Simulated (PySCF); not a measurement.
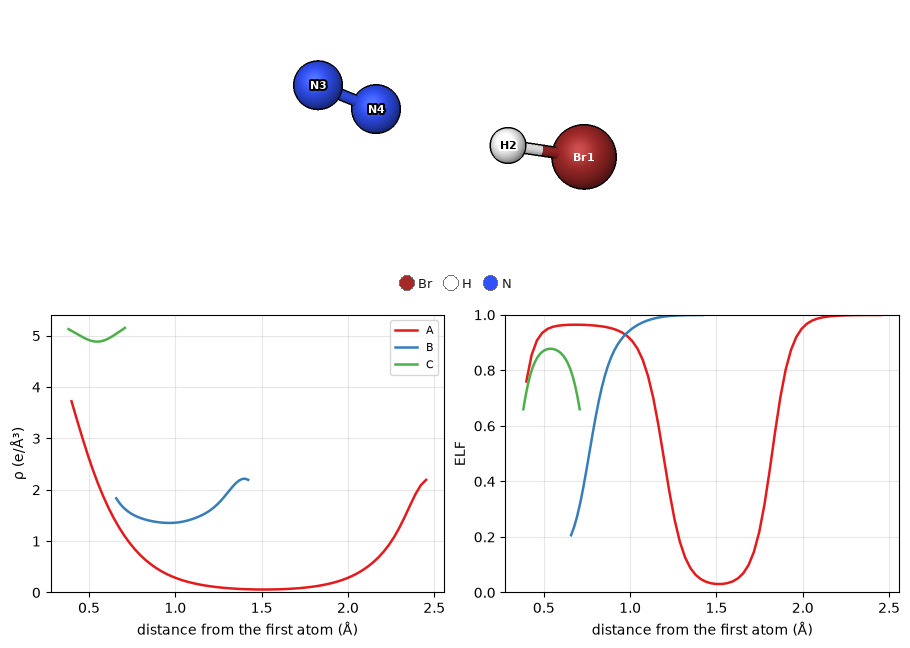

HBr···N2 (SMILES Br.N#N). Total electron density and electron localisation function along straight lines between neighbouring atoms. The curves leave out the atomic cores. The structure is drawn too.

Geometry: PBE0-D3(BJ)/def2-TZVPD.

Theory: wB97M-D3(BJ)/def2-TZVPD, SCF density, gas phase in PySCF 2.14.0.

Which curve belongs to which contact (Br–H, N–H and N–N)? The first atom named is at distance zero.

Answer. Curve A: N4···H2 (2.45 Å): the density falls to about 0.06 e/Å³ on the way; the ELF dips to about 0.05 between them. Curve B: Br–H (1.42 Å): ρ is about 1.6 e/Å³ halfway; the ELF climbs to about 1 towards the hydrogen, as it does in any bond to H. Curve C: N–N (1.09 Å): ρ is about 4.9 e/Å³ halfway; the ELF peaks at about 0.90 between the atoms (a multiple bond).
